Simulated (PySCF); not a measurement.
```xyz
15

O    -2.3997    0.4535    1.2193
C    -1.9575    0.9097    0.1935
C    -0.6693    0.5385   -0.3977
Si    0.7588    0.7504    0.8612
C     2.0960   -0.3860    0.1072
S     1.3868   -1.8658   -0.7202
Si   -0.6852   -1.3309   -0.8234
H    -2.5395    1.6632   -0.3757
H    -0.4761    1.1201   -1.2999
H     0.3666    0.2747    2.1822
H     1.2355    2.1357    0.8578
H     2.7806   -0.7659    0.8605
H     2.6931    0.1265   -0.6448
H    -1.4549   -2.0844    0.1539
H    -1.1397   -1.5312   -2.1959
```

Geometry: GFN2-xTB.

These are results of PBE0/pcSseg-1, SCF density, gas phase, non-relativistic in PySCF 2.14.0, not measurements.

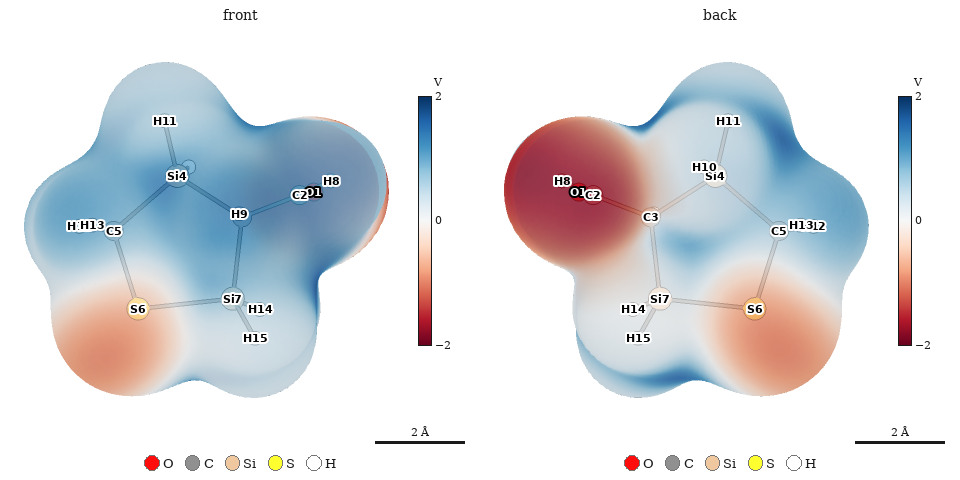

C3H8OSSi2 (SMILES O=C[C@H]1[SiH2]CS[SiH2]1). The electrostatic potential painted on the density surface at 0.002 e/bohr³, seen from the front and from behind; the colour scale runs from red (negative) to blue (positive).

Which sites attract a positive test charge, and which a negative one?

Answer. A positive charge is drawn to the negative regions and a negative charge to the positive ones. The most negative region (about −1.7 V) lies over O1, the most positive (about +1.6 V) over Si4 and Si7. O1 is the likeliest acceptor of a hydrogen bond.
